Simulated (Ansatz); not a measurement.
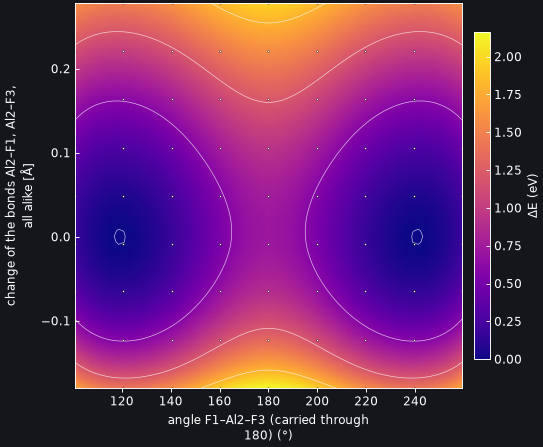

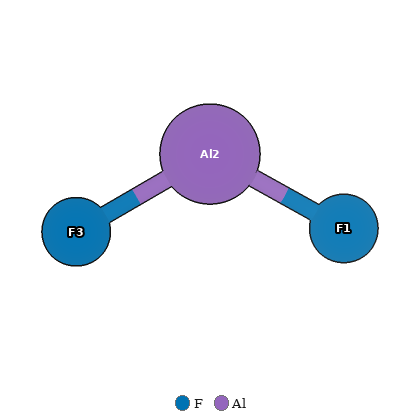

Energy landscape of AlF₂, SMILES [F][Al][F], spin multiplicity 2. 
- Coordinates scanned: (1) angle F1–Al2–F3 (carried through 180); (2) change of the bonds Al2–F1, Al2–F3, all alike.
- Nothing is relaxed (all other coordinates rigid).
- Grid: 9 × 9 points; 45 points were computed and 36 follow by symmetry.
- Points are written as (first, second).
- Energies are in eV, from the lowest grid point.
- Computed with Ansatz, UKS r2SCAN0-D4/def2-TZVP.

In the figure: a smooth colour map with a few white contour lines, dots at the grid points. Between grid points the surface is interpolated. The second picture is the structure at the lowest point.

### Describe this landscape.

The lowest grid point is at (120.6°, −0.008 Å); the map holds 2 wells of about this depth. No other kind of well shows on this grid. The highest grid point, (180.0°, −0.180 Å), lies 2.16 eV above the lowest. On the interpolated surface the easiest way out of the lowest well to a well of about the same depth near (239.4°, −0.008 Å) passes a barrier of about 0.72 eV.

The values on the grid:

```tsv
second ↓, first →	100.8	120.6	140.4	160.2	180.0	199.8	219.6	239.4	259.2
0.278	1.59	1.47	1.61	1.84	1.97	1.84	1.61	1.47	1.59
0.221	1.14	1.02	1.17	1.43	1.57	1.43	1.17	1.02	1.14
0.164	0.75	0.62	0.78	1.07	1.22	1.07	0.78	0.62	0.75
0.106	0.43	0.28	0.45	0.77	0.94	0.77	0.45	0.28	0.43
0.049	0.23	0.07	0.24	0.58	0.76	0.58	0.24	0.07	0.23
−0.008	0.19	0.00	0.18	0.53	0.73	0.53	0.18	0.00	0.19
−0.065	0.36	0.14	0.32	0.69	0.89	0.69	0.32	0.14	0.36
−0.123	0.85	0.59	0.76	1.13	1.34	1.13	0.76	0.59	0.85
−0.180	1.74	1.42	1.58	1.95	2.16	1.95	1.58	1.42	1.74
```

Time for the 45 points that were run: 7.9 min on 1 thread of Arm Neoverse N1, with other jobs on the host.
